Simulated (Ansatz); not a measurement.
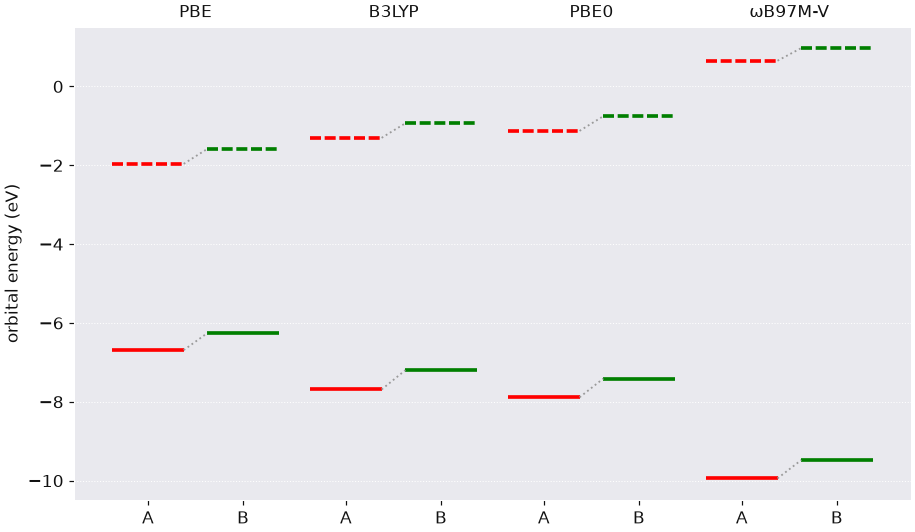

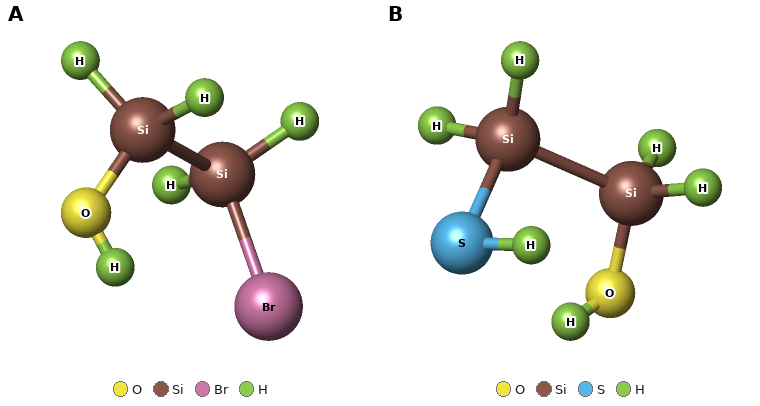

One change: A, Si₂H₅OBr (SMILES O[SiH2][SiH2]Br), becomes B, Si₂H₆SO (SMILES O[SiH2][SiH2]S). Br on Si is replaced by SH. HOMO (solid) and LUMO (dashed) computed in def2-TZVPP at PBE0-D4/def2-TZVP geometries, both minima by their frequencies, gas phase, the Ansatz code. Empty levels above zero depend strongly on the basis.

What does the change do to HOMO and LUMO?

PBE: the HOMO rises by 0.43 eV, the LUMO rises by 0.38 eV, and the separation goes from 4.73 to 4.67 eV. B3LYP: the HOMO rises by 0.49 eV, the LUMO rises by 0.37 eV, and the separation goes from 6.38 to 6.26 eV. PBE0: the HOMO rises by 0.48 eV, the LUMO rises by 0.37 eV, and the separation goes from 6.76 to 6.66 eV. ωB97M-V: the HOMO rises by 0.47 eV, the LUMO rises by 0.32 eV, and the separation goes from 10.60 to 10.45 eV.

Do the functionals agree on the effect?

They agree on the direction for both levels; the HOMO shift lies between 0.43 and 0.49 eV and the LUMO shift between 0.32 and 0.38 eV, while the separations themselves differ by up to 5.9 eV between functionals.

Note: one conformer of each flexible molecule.
